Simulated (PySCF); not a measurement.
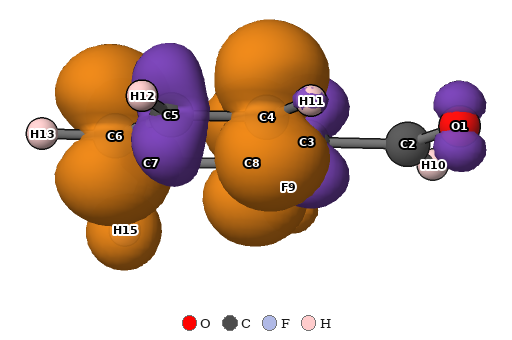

The picture shows: C7H6FO (SMILES O=CC1=CC=CC[C]1F) (doublet). Isosurfaces of the spin density (α minus β) at +0.02 (orange) and −0.02 e/Å³ (purple), seen from one side.

Geometry: GFN2-xTB.

Theory: PySCF 2.14.0, density-fitted response routines, UKS B3LYP, pcH-1 on C F H O, non-relativistic, mean-field spin-orbit, GIAO.

```xyz
15

O     3.0877    1.1989   -0.2366
C     2.4474    0.1870   -0.1222
C     0.9760    0.1330   -0.0549
C     0.2290    1.3315   -0.1238
C    -1.1688    1.2937   -0.0593
C    -1.8478    0.1251    0.0689
C    -1.1609   -1.1971    0.1488
C     0.3158   -1.0558    0.0738
F     0.9948   -2.2187    0.1435
H     2.9391   -0.8010   -0.0587
H     0.7670    2.2585   -0.2260
H    -1.7149    2.2238   -0.1138
H    -2.9255    0.1109    0.1167
H    -1.5095   -1.8620   -0.6584
H    -1.4339   -1.7198    1.0801
```

Where is the unpaired spin?

The unpaired spin (1 electron) lies mostly on C4 (about 0.4), C6 (about 0.3) and C8 (about 0.2), in electrons by Hirshfeld's partition.
